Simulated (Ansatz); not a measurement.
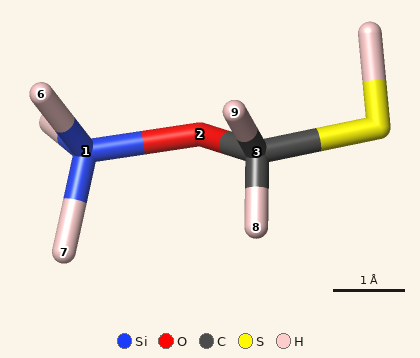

*The structure as given in the input (stick view, seen at a tilt; atoms are numbered from 1 in the order of the input).*

Bond lengths as drawn: C–H 1.09 to 1.10 Å, C–O 1.40 Å, C–S 1.80 Å, H–S 1.34 Å, H–Si 1.48 to 1.49 Å and O–Si 1.65 Å.

**CH6OSSi: molecular dynamics (part 1 of 3)**

The run: molecular dynamics of CH6OSSi. Method and program: RKS BLYP-d3bjatm/def2-SVP (Ansatz 0.2.0).

The geometry comes from this level: PBE0-D4/def2-TZVP. Figures and captions count atoms from 1; the log counts them from 0 in places.

## Input file
```yaml
crystal:
  periodic: [false, false, false]
  atoms:
    - {symbol: Si, position_ang: [0.135726, 1.632872, -0.205137]}
    - {symbol: O, position_ang: [-0.139493, 0.055515, -0.600053]}
    - {symbol: C, position_ang: [-0.245312, -0.955032, 0.363495]}
    - {symbol: S, position_ang: [-0.553054, -2.565173, -0.374832]}
    - {symbol: H, position_ang: [0.206574, 2.372741, -1.483953]}
    - {symbol: H, position_ang: [1.412839, 1.766492, 0.549625]}
    - {symbol: H, position_ang: [-0.964603, 2.160814, 0.647822]}
    - {symbol: H, position_ang: [-1.102165, -0.786177, 1.026352]}
    - {symbol: H, position_ang: [0.659483, -1.007649, 0.977354]}
    - {symbol: H, position_ang: [0.673004, -2.725604, -0.897873]}
basis:
  gaussian: {orbitals: def2-SVP}
hamiltonian: {xc: {name: BLYP}, dispersion: d3bjatm}
md: {timestep: 1 fs, n_steps: 50, ensemble: nvt_nose_hoover, temperature: 1000, initial_velocities: maxwell_boltzmann, seed: 936}
```

Hardware: 2 threads of INTEL XEON PLATINUM @ 2.30GHz, 23 GiB of memory available, shared host.

Launched with:
```bash
ansatz run in.yaml --threads 2 --pin off --events-out ev --progress --plain --max-ram 4352MiB
```

## Log
```
Functional definition: BLYP
  name "BLYP"
  cite "Becke, Phys. Rev. A 38, 3098 (1988) doi:10.1103/PhysRevA.38.3098"
  cite "Lee, Yang & Parr, Phys. Rev. B 37, 785 (1988) doi:10.1103/PhysRevB.37.785"
  parameter beta = 0.0042
  parameter a = 0.04918
  parameter b = 0.132
  parameter c = 0.2533
  parameter d = 0.349
  exchange = b88_x(beta = beta)
  correlation = lyp_c(a = a, b = b, c = c, d = d)
1050 factors; their error is unknown
mean field evaluation 1: about -21879.2269 eV, gradient 5.4e1 eV
mean field evaluation 2: about -21851.2768 eV, gradient 1.3e2 eV
mean field evaluation 4: about -21885.1748 eV, gradient 9.6e0 eV
mean field evaluation 8: about -21885.2973 eV, gradient 1.5e-1 eV
mean field evaluation 16: about -21885.2973 eV, gradient 1.8e-5 eV
mean field -21885.29732397 eV, -804.2698422687 hartree, gradient 1.8e-5 eV, S^2 0.000000; 0 other end points of the search recorded, 0 dependent functions left out
the calculation of the forces begins
reference -21885.29765894 eV, -804.2698545784 hartree; 25, 25 occupied and 69, 69 virtual orbitals, 1050 factors
md step     0: t =     0.00 fs  T =  1000.0 K  F+E_penalty+E_count = -21885.73546497 eV  E_kin = 1.034080 eV  conserved = -21884.70138498 eV  (26 SCF iters)
these checks for a lower state are left out or cut short: starts, cluster_reference, orbital_swaps, neighbouring_geometries, increment
1050 factors; their error is unknown
mean field -21885.23595524 eV, -804.2675870094 hartree, gradient 1.5e-5 eV, S^2 0.000000; 0 other end points of the search recorded, 0 dependent functions left out
the calculation of the forces begins
reference -21885.23629168 eV, -804.2675993731 hartree; 25, 25 occupied and 69, 69 virtual orbitals, 1050 factors
md step     1: t =     1.00 fs  T =   940.2 K  F+E_penalty+E_count = -21885.67254940 eV  E_kin = 0.972243 eV  conserved = -21884.70030821 eV  (29 SCF iters, 3 dispersion substeps)
[... from here on the SCF iterations and repeated set-up lines of each step are left out, up to the last step ...]
md step     2: t =     2.00 fs  T =   766.4 K  F+E_penalty+E_count = -21885.48674184 eV  E_kin = 0.792549 eV  conserved = -21884.69420786 eV  (29 SCF iters, 3 dispersion substeps)
md step     3: t =     3.00 fs  T =   560.4 K  F+E_penalty+E_count = -21885.26846657 eV  E_kin = 0.579453 eV  conserved = -21884.68907075 eV  (29 SCF iters, 3 dispersion substeps)
md step     4: t =     4.00 fs  T =   397.3 K  F+E_penalty+E_count = -21885.09781778 eV  E_kin = 0.410791 eV  conserved = -21884.68715612 eV  (29 SCF iters, 3 dispersion substeps)
md step     5: t =     5.00 fs  T =   308.3 K  F+E_penalty+E_count = -21885.00641625 eV  E_kin = 0.318837 eV  conserved = -21884.68780568 eV  (29 SCF iters, 3 dispersion substeps)
md step     6: t =     6.00 fs  T =   284.3 K  F+E_penalty+E_count = -21884.98385481 eV  E_kin = 0.293943 eV  conserved = -21884.69026261 eV  (28 SCF iters, 3 dispersion substeps)
md step     7: t =     7.00 fs  T =   289.4 K  F+E_penalty+E_count = -21884.99199736 eV  E_kin = 0.299314 eV  conserved = -21884.69319729 eV  (29 SCF iters, 3 dispersion substeps)
md step     8: t =     8.00 fs  T =   289.1 K  F+E_penalty+E_count = -21884.99120237 eV  E_kin = 0.298922 eV  conserved = -21884.69300038 eV  (28 SCF iters, 3 dispersion substeps)
md step     9: t =     9.00 fs  T =   297.3 K  F+E_penalty+E_count = -21884.99407947 eV  E_kin = 0.307472 eV  conserved = -21884.68758122 eV  (28 SCF iters, 3 dispersion substeps)
md step    10: t =    10.00 fs  T =   381.5 K  F+E_penalty+E_count = -21885.07950478 eV  E_kin = 0.394518 eV  conserved = -21884.68630361 eV  (29 SCF iters, 3 dispersion substeps)
md step    11: t =    11.00 fs  T =   546.4 K  F+E_penalty+E_count = -21885.25868235 eV  E_kin = 0.565001 eV  conserved = -21884.69552598 eV  (29 SCF iters, 3 dispersion substeps)
md step    12: t =    12.00 fs  T =   682.6 K  F+E_penalty+E_count = -21885.40441901 eV  E_kin = 0.705836 eV  conserved = -21884.70118534 eV  (29 SCF iters, 3 dispersion substeps)
md step    13: t =    13.00 fs  T =   712.0 K  F+E_penalty+E_count = -21885.43065632 eV  E_kin = 0.736302 eV  conserved = -21884.69786292 eV  (29 SCF iters, 3 dispersion substeps)
md step    14: t =    14.00 fs  T =   666.8 K  F+E_penalty+E_count = -21885.37765361 eV  E_kin = 0.689568 eV  conserved = -21884.69253297 eV  (29 SCF iters, 3 dispersion substeps)
md step    15: t =    15.00 fs  T =   617.4 K  F+E_penalty+E_count = -21885.32301507 eV  E_kin = 0.638435 eV  conserved = -21884.68994770 eV  (29 SCF iters, 3 dispersion substeps)
md step    16: t =    16.00 fs  T =   602.7 K  F+E_penalty+E_count = -21885.30728092 eV  E_kin = 0.623224 eV  conserved = -21884.69034872 eV  (29 SCF iters, 3 dispersion substeps)
md step    17: t =    17.00 fs  T =   619.2 K  F+E_penalty+E_count = -21885.32523685 eV  E_kin = 0.640272 eV  conserved = -21884.69223199 eV  (29 SCF iters, 3 dispersion substeps)
md step    18: t =    18.00 fs  T =   637.8 K  F+E_penalty+E_count = -21885.34625323 eV  E_kin = 0.659554 eV  conserved = -21884.69502256 eV  (28 SCF iters, 3 dispersion substeps)
md step    19: t =    19.00 fs  T =   616.5 K  F+E_penalty+E_count = -21885.32632025 eV  E_kin = 0.637527 eV  conserved = -21884.69821868 eV  (29 SCF iters, 3 dispersion substeps)
md step    20: t =    20.00 fs  T =   520.7 K  F+E_penalty+E_count = -21885.22514872 eV  E_kin = 0.538404 eV  conserved = -21884.69721636 eV  (30 SCF iters, 3 dispersion substeps)
md step    21: t =    21.00 fs  T =   391.2 K  F+E_penalty+E_count = -21885.07933562 eV  E_kin = 0.404573 eV  conserved = -21884.68612061 eV  (29 SCF iters, 3 dispersion substeps)
md step    22: t =    22.00 fs  T =   373.9 K  F+E_penalty+E_count = -21885.05557379 eV  E_kin = 0.386671 eV  conserved = -21884.68105280 eV  (29 SCF iters, 3 dispersion substeps)
md step    23: t =    23.00 fs  T =   515.1 K  F+E_penalty+E_count = -21885.21504063 eV  E_kin = 0.532656 eV  conserved = -21884.69551601 eV  (30 SCF iters, 3 dispersion substeps)
md step    24: t =    24.00 fs  T =   648.2 K  F+E_penalty+E_count = -21885.35933692 eV  E_kin = 0.670276 eV  conserved = -21884.70353693 eV  (29 SCF iters, 3 dispersion substeps)
md step    25: t =    25.00 fs  T =   648.3 K  F+E_penalty+E_count = -21885.35360398 eV  E_kin = 0.670446 eV  conserved = -21884.69918288 eV  (29 SCF iters, 3 dispersion substeps)
md step    26: t =    26.00 fs  T =   552.1 K  F+E_penalty+E_count = -21885.24539437 eV  E_kin = 0.570875 eV  conserved = -21884.69202517 eV  (29 SCF iters, 3 dispersion substeps)
md step    27: t =    27.00 fs  T =   457.8 K  F+E_penalty+E_count = -21885.14129133 eV  E_kin = 0.473357 eV  conserved = -21884.68673641 eV  (29 SCF iters, 3 dispersion substeps)
md step    28: t =    28.00 fs  T =   442.3 K  F+E_penalty+E_count = -21885.12307517 eV  E_kin = 0.457407 eV  conserved = -21884.68567822 eV  (30 SCF iters, 3 dispersion substeps)
md step    29: t =    29.00 fs  T =   520.9 K  F+E_penalty+E_count = -21885.20675917 eV  E_kin = 0.538633 eV  conserved = -21884.68948851 eV  (29 SCF iters, 3 dispersion substeps)
md step    30: t =    30.00 fs  T =   639.7 K  F+E_penalty+E_count = -21885.33423957 eV  E_kin = 0.661511 eV  conserved = -21884.69578032 eV  (29 SCF iters, 3 dispersion substeps)
md step    31: t =    31.00 fs  T =   709.6 K  F+E_penalty+E_count = -21885.40969505 eV  E_kin = 0.733763 eV  conserved = -21884.70100393 eV  (29 SCF iters, 3 dispersion substeps)
md step    32: t =    32.00 fs  T =   662.7 K  F+E_penalty+E_count = -21885.35853736 eV  E_kin = 0.685297 eV  conserved = -21884.70041494 eV  (29 SCF iters, 3 dispersion substeps)
md step    33: t =    33.00 fs  T =   526.2 K  F+E_penalty+E_count = -21885.20442499 eV  E_kin = 0.544134 eV  conserved = -21884.68933397 eV  (29 SCF iters, 3 dispersion substeps)
md step    34: t =    34.00 fs  T =   441.9 K  F+E_penalty+E_count = -21885.10941496 eV  E_kin = 0.456989 eV  conserved = -21884.68304153 eV  (30 SCF iters, 3 dispersion substeps)
md step    35: t =    35.00 fs  T =   476.5 K  F+E_penalty+E_count = -21885.15452817 eV  E_kin = 0.492724 eV  conserved = -21884.69396831 eV  (29 SCF iters, 3 dispersion substeps)
md step    36: t =    36.00 fs  T =   513.7 K  F+E_penalty+E_count = -21885.19633253 eV  E_kin = 0.531218 eV  conserved = -21884.69900736 eV  (30 SCF iters, 3 dispersion substeps)
md step    37: t =    37.00 fs  T =   472.1 K  F+E_penalty+E_count = -21885.14701064 eV  E_kin = 0.488210 eV  conserved = -21884.69446960 eV  (29 SCF iters, 3 dispersion substeps)
md step    38: t =    38.00 fs  T =   392.6 K  F+E_penalty+E_count = -21885.05833168 eV  E_kin = 0.406013 eV  conserved = -21884.68959615 eV  (29 SCF iters, 3 dispersion substeps)
md step    39: t =    39.00 fs  T =   342.8 K  F+E_penalty+E_count = -21885.00298476 eV  E_kin = 0.354523 eV  conserved = -21884.68715850 eV  (30 SCF iters, 3 dispersion substeps)
md step    40: t =    40.00 fs  T =   361.6 K  F+E_penalty+E_count = -21885.02094713 eV  E_kin = 0.373895 eV  conserved = -21884.68716001 eV  (29 SCF iters, 3 dispersion substeps)
md step    41: t =    41.00 fs  T =   448.4 K  F+E_penalty+E_count = -21885.11217697 eV  E_kin = 0.463656 eV  conserved = -21884.69031084 eV  (30 SCF iters, 3 dispersion substeps)
md step    42: t =    42.00 fs  T =   556.9 K  F+E_penalty+E_count = -21885.22794001 eV  E_kin = 0.575923 eV  conserved = -21884.69595659 eV  (29 SCF iters, 3 dispersion substeps)
md step    43: t =    43.00 fs  T =   612.0 K  F+E_penalty+E_count = -21885.28585950 eV  E_kin = 0.632845 eV  conserved = -21884.69951553 eV  (29 SCF iters, 3 dispersion substeps)
md step    44: t =    44.00 fs  T =   579.0 K  F+E_penalty+E_count = -21885.24335887 eV  E_kin = 0.598761 eV  conserved = -21884.69376472 eV  (29 SCF iters, 3 dispersion substeps)
md step    45: t =    45.00 fs  T =   538.1 K  F+E_penalty+E_count = -21885.18941879 eV  E_kin = 0.556461 eV  conserved = -21884.68468159 eV  (29 SCF iters, 3 dispersion substeps)
md step    46: t =    46.00 fs  T =   585.5 K  F+E_penalty+E_count = -21885.24161752 eV  E_kin = 0.605493 eV  conserved = -21884.69048180 eV  (29 SCF iters, 3 dispersion substeps)
md step    47: t =    47.00 fs  T =   663.5 K  F+E_penalty+E_count = -21885.32692613 eV  E_kin = 0.686118 eV  conserved = -21884.69815439 eV  (29 SCF iters, 3 dispersion substeps)
md step    48: t =    48.00 fs  T =   674.2 K  F+E_penalty+E_count = -21885.33263246 eV  E_kin = 0.697193 eV  conserved = -21884.69604400 eV  (30 SCF iters, 3 dispersion substeps)
md step    49: t =    49.00 fs  T =   624.8 K  F+E_penalty+E_count = -21885.27371065 eV  E_kin = 0.646074 eV  conserved = -21884.69145892 eV  (29 SCF iters, 3 dispersion substeps)
these checks for a lower state are left out or cut short: starts, cluster_reference, orbital_swaps, neighbouring_geometries, increment
1050 factors; their error is unknown
mean field -21884.78846642 eV, -804.2511420984 hartree, gradient 2.4e-5 eV, S^2 0.000000; 0 other end points of the search recorded, 0 dependent functions left out
the calculation of the forces begins
reference -21884.78880687 eV, -804.2511546099 hartree; 25, 25 occupied and 69, 69 virtual orbitals, 1050 factors
1050 factors; their error is unknown
mean field evaluation 416: about -21884.8570 eV, gradient 1.2e-1 eV
mean field -21884.78846642 eV, -804.2511420984 hartree, gradient 2.3e-5 eV, S^2 0.000000; 1 other end points of the search recorded, 0 dependent functions left out
the calculation of the forces begins
reference -21884.78880687 eV, -804.2511546099 hartree; 25, 25 occupied and 69, 69 virtual orbitals, 1050 factors
md step    50: t =    50.00 fs  T =   571.6 K  F+E_penalty+E_count = -21885.21338590 eV  E_kin = 0.591103 eV  conserved = -21884.68912424 eV  (28 SCF iters, 3 dispersion substeps)
```

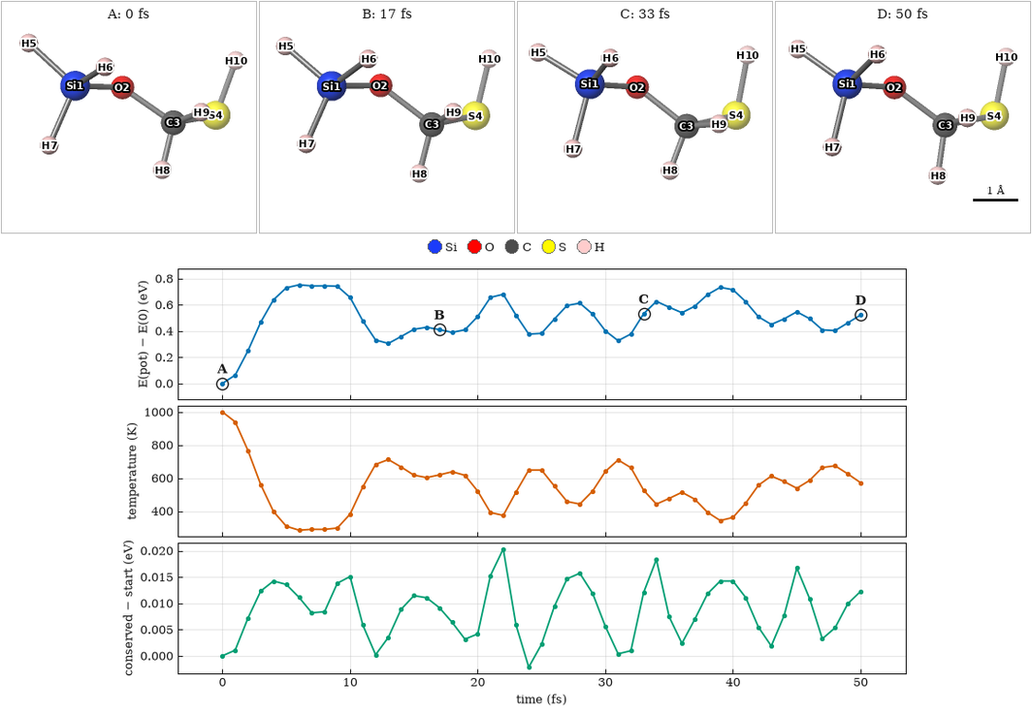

*Frames of the molecular dynamics (ball-and-stick, seen at a tilt) above the curves, on which the letters mark them.*

The trajectory kept here has 51 frames over 50 fs. The temperature starts at 1000 K, ranges from 284 to 1000 K and averages 539 K over the second half. The potential energy ends 0.522 eV above its first value. The conserved quantity stays within 0.022 eV. After an unweighted best fit of the last frame on the first, the root-mean-square displacement is 0.19 Å.

```
Total energy: -21885.21372636 eV, -804.2667701130 hartree
Atom 0 at     0.170764     1.700262    -0.211467 Å, force     0.998771     0.692835     2.054542 eV/Å
Atom 1 at    -0.131794     0.128133    -0.584871 Å, force    -1.410463    -2.000598    -0.709574 eV/Å
Atom 2 at    -0.370484    -0.966712     0.311240 Å, force     2.030549     1.297489     2.990983 eV/Å
Atom 3 at    -0.541623    -2.666696    -0.363685 Å, force     0.771114     0.797114    -0.394403 eV/Å
Atom 4 at     0.033885     2.433128    -1.462275 Å, force    -0.118090     0.458803    -0.476283 eV/Å
Atom 5 at     1.627349     1.854097     0.385093 Å, force    -0.870978    -0.067392    -0.506187 eV/Å
Atom 6 at    -0.733876     2.167018     0.959924 Å, force     0.209954    -0.066827    -0.717075 eV/Å
Atom 7 at    -1.267721    -0.901911     1.030546 Å, force     0.433447     0.428800    -1.106202 eV/Å
Atom 8 at     0.560506    -0.785679     1.096100 Å, force    -1.654695    -1.347779    -1.281038 eV/Å
Atom 9 at     0.694485    -2.648071    -0.986519 Å, force    -0.389609    -0.192445     0.145237 eV/Å
Dipole moment:     0.076042     0.066446     0.098544 e Å
```

## Trajectory as extended XYZ (Å, eV, eV/Å), 45 of the 51 frames kept, from step=0 to step=50
```
10
Properties=species:S:1:pos:R:3:forces:R:3 step=0 time_fs=0.0 energy=-21885.73547 temperature=1000.0
Si    0.1357    1.6329   -0.2051    0.1483   0.8626   0.1358
O    -0.1395    0.0555   -0.6001   -0.1072  -0.5320  -0.6816
C    -0.2453   -0.9550    0.3635    0.0210   0.0425  -0.0359
S    -0.5531   -2.5652   -0.3748   -0.6664  -0.7193  -0.0725
H     0.2066    2.3727   -1.4840    0.0174   0.1588  -0.2037
H     1.4128    1.7665    0.5496    0.2472   0.0644   0.1373
H    -0.9646    2.1608    0.6478   -0.2021   0.1362   0.1562
H    -1.1022   -0.7862    1.0264   -0.4266   0.0567   0.3959
H     0.6595   -1.0076    0.9774    0.4652  -0.0175   0.3921
H     0.6730   -2.7256   -0.8979    0.5032  -0.0525  -0.2235
10
Properties=species:S:1:pos:R:3:forces:R:3 step=1 time_fs=1.0 energy=-21885.67255 temperature=940.2
Si    0.1326    1.6327   -0.2076    0.4157   0.9300   1.0400
O    -0.1374    0.0523   -0.5971   -0.0149  -0.2633  -0.8002
C    -0.2515   -0.9501    0.3501    0.2976  -0.3923   1.3914
S    -0.5492   -2.5633   -0.3724   -1.5405  -0.8689  -0.0253
H     0.2144    2.3683   -1.4630   -0.0054   0.3314  -0.5687
H     1.4318    1.7550    0.5621   -0.0920   0.0156  -0.1074
H    -0.9419    2.2021    0.6925   -0.0021  -0.1022  -0.1482
H    -1.1170   -0.7652    1.0405    0.1363  -0.1561  -0.1218
H     0.6596   -1.0896    1.0043   -0.2490   0.5241  -0.2774
H     0.6429   -2.7503   -0.9145    1.0541  -0.0183  -0.3824
10
Properties=species:S:1:pos:R:3:forces:R:3 step=2 time_fs=2.0 energy=-21885.48674 temperature=766.4
Si    0.1297    1.6328   -0.2096    0.6521   1.0107   1.8036
O    -0.1354    0.0488   -0.5946    0.0683   0.0435  -0.9550
C    -0.2575   -0.9454    0.3379    0.4999  -0.9024   2.6229
S    -0.5458   -2.5618   -0.3700   -2.0933  -1.0450  -0.0906
H     0.2221    2.3671   -1.4475   -0.0268   0.4572  -0.8446
H     1.4498    1.7436    0.5735   -0.3781  -0.0199  -0.3165
H    -0.9192    2.2424    0.7358    0.1611  -0.3308  -0.4405
H    -1.1306   -0.7458    1.0534    0.5663  -0.3451  -0.5435
H     0.6573   -1.1665    1.0286   -0.7517   1.0920  -0.8063
H     0.6228   -2.7752   -0.9349    1.3022   0.0399  -0.4295
```
